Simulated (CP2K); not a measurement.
Consider mercaptoacetonitrile at its PBE geometry (Å).

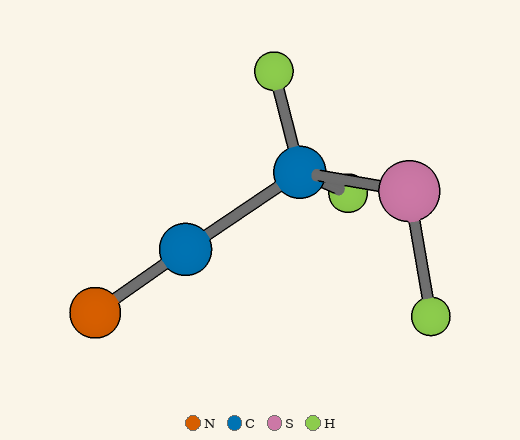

The molecule (nitrogen orange, carbon blue, sulfur pink, hydrogen green).

```xyz
7

N     2.0394   -1.0852    0.0811
C     1.1315   -0.3570    0.0388
C    -0.0141    0.5404    0.0072
S    -1.5159   -0.2212   -0.7200
H     0.2124    1.4061   -0.6301
H    -0.2215    0.9169    1.0178
H    -1.6318   -1.2000    0.2052
```

Method: CP2K XAS_TDP, all-electron GAPW, PBEh(45%), aug-cc-pVDZ, TDA, no relativity.

Question: Where do the N K-edge lines lie, and how strong are they?

Leading lines: N1 395.53 eV. The leading line of an atom is its first one with 35 % of the strongest within 2.5 eV of its lowest line over the strength cut. 

The first six lines of each atom with a strength over 0.0015:

| atom | energy (eV) | states | strength, one atom |
| --- | --- | --- | --- |
| N1 (bonded to C) | 395.53 | 1 | 0.0529 |
|  | 395.77 | 1 | 0.0545 |
|  | 400.53 | 1 | 0.0032 |
|  | 401.56 | 1 | 0.0017 |
|  | 401.84 | 1 | 0.0066 |
|  | 401.92 | 1 | 0.0018 |

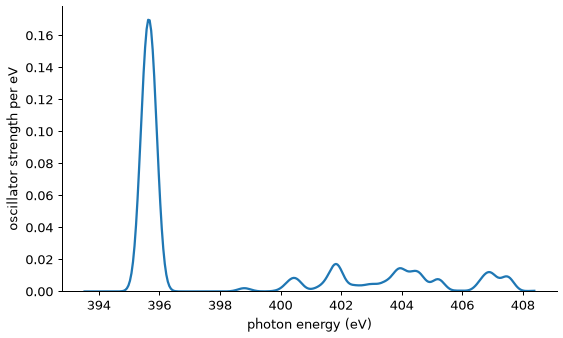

All atoms added, broadened by 0.5 eV.

Lines are vertical, at one geometry, with no vibrational structure. Without a correction of the core level, line positions, and the gaps between valence and Rydberg lines, follow the share of exact exchange. At this level such K lines come out 3 to 6 eV under measured ones. These values hold no scalar relativity, about 0.2 eV for N 1s. Rydberg lines, and the discretised continuum above threshold, depend on the basis and the box.

[Banner, clock and machine lines of the logs are left out without a mark of their own.]

[Logs are printed without paths, hosts, clocks, repeated set-up lines and the standing remarks that a program may print on its own settings, such as how far it seeks lower states.]

[Hosts, paths, dates, database ids (printed as entryN), source tags and the programs' standing remarks are cut or masked in the printed files.]
